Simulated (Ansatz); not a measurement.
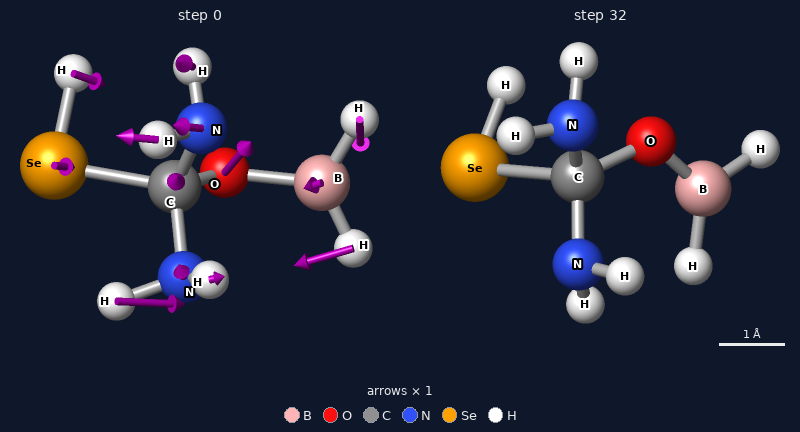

The structure of CH7BN2OSe before (left) and after (right) a relaxation, at one scale. The purple arrows give the displacements, at their true length.

Style: ball-and-stick. Shown at a tilt.

The run prepares an end point of a later path (inversion) calculation, from a guessed geometry.

Theory: RKS PBE-D4/def2-SVP in Ansatz 0.2.0.

Input
```yaml
crystal:
  periodic: [false, false, false]
  atoms:
    - { symbol: B, position_ang: [0.12, -1.8596, -0.6347] }
    - { symbol: O, position_ang: [-0.8699, -0.7052, -0.3839] }
    - { symbol: C, position_ang: [-0.2601, 0.4108, 0.2201] }
    - { symbol: "N", position_ang: [0.3078, 0.0952, 1.5864] }
    - { symbol: "N", position_ang: [0.8954, 0.8998, -0.5936] }
    - { symbol: Se, position_ang: [-1.5651, 1.8431, 0.394] }
    - { symbol: H, position_ang: [0.2492, -2.6627, 0.1637] }
    - { symbol: H, position_ang: [0.6801, -1.8586, -1.6861] }
    - { symbol: H, position_ang: [-0.12144, 0.87165, 2.26246] }
    - { symbol: H, position_ang: [1.2954, 0.18372, 1.64144] }
    - { symbol: H, position_ang: [1.2583, 1.7762, -0.1095] }
    - { symbol: H, position_ang: [0.55, 1.1831, -1.5026] }
    - { symbol: H, position_ang: [-1.9202, 1.8054, -1.1259] }
basis:
  gaussian: { orbitals: def2-SVP }
hamiltonian:
  xc: pbe
  dispersion: d4
relax:
  f_tol: 0.015
  max_steps: 40
```

Command:
```bash
ansatz run input.yaml --threads 2 --pin off --max-ram 3072MiB --backend cpu --events-out ev --progress --plain --runs-dir out
```

> Summarise the run.

The atom that moves furthest after the best rigid fit is H9 (1.25 Å). Largest moves by element: H 1.25 Å, O 1.08 Å, N 0.68 Å, Se 0.54 Å, C 0.48 Å, B 0.36 Å. Near-neighbour distances that change, for instance: B1–O2 1.541 → 1.352 Å, C3–Se6 1.945 → 2.070 Å, C3–N4 1.513 → 1.413 Å, N4–H9 1.115 → 1.024 Å. Bond angles that change, for instance: B1–O2–C3 112.7° → 124.0°, C3–N4–H9 104.9° → 112.8°, N5–C3–Se6 109.0° → 116.5°. Groups turn about O2–C3 by about 90°, B1–O2 by about 90°. The energy falls by 1.878 eV in 29 accepted moves (32 points after the start). Largest force component: 4 eV/Å at the start, 0.01 eV/Å at the end. The line search rejected the trial steps at points 14, 20, 28 of the run. Cost: 80 s on 2 threads of Intel(R) Xeon(R) Platinum 8488C (Sapphire Rapids), on a shared host, peak memory 0.22 GiB.
